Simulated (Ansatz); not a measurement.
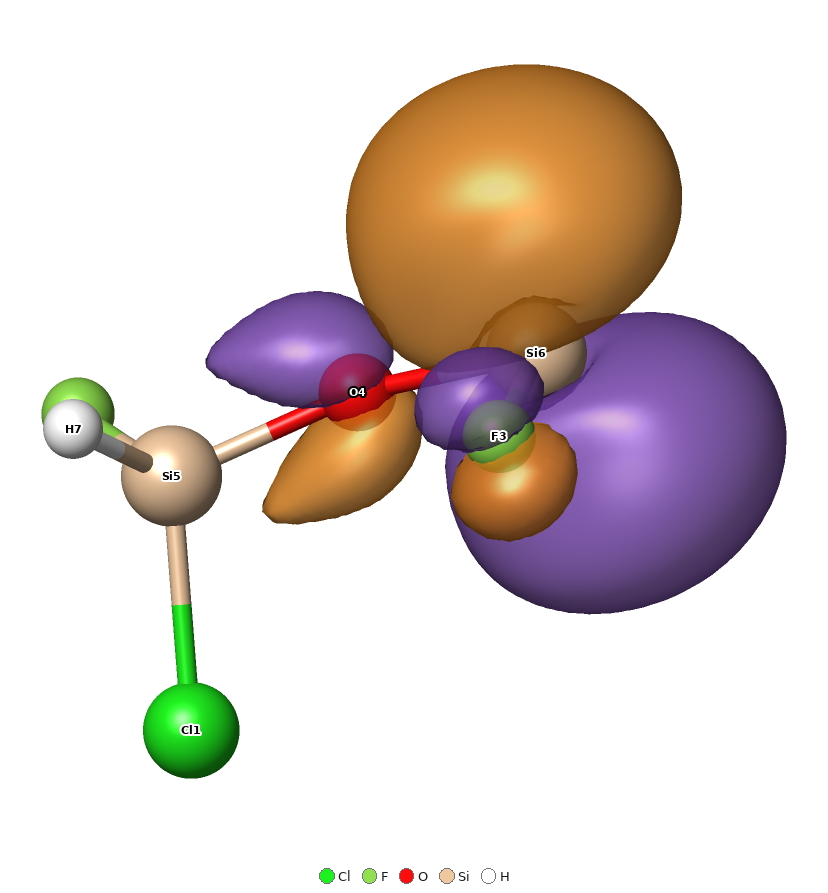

Figure 1: ClF2HOSi2. The LUMO at ±0.1 Å⁻³ᐟ² (orange and purple are the two phases), seen at a tilt.

Geometry: B3LYP/6-31G*.

Level of theory: isolated molecule in a Gaussian basis; Kohn-Sham density functional theory, functional PBE0 (Ansatz).

```xyz
7

Cl   -2.1259    0.9822   -0.0832
F     0.2329    2.7800    0.0241
F    -2.3502    1.5283    4.0212
O    -0.4741    1.7729    2.3332
Si   -1.0327    2.4000    0.9247
Si   -0.7561    1.2337    3.8873
H    -1.8552    3.5998    1.1312
```

**Where does this orbital lie, and at what energy?**

By Hirshfeld shares it lies mainly on Si6 (about 85 %), O4 (about 10 %) and F3 (about 5 %). Its energy is −2.28 eV.
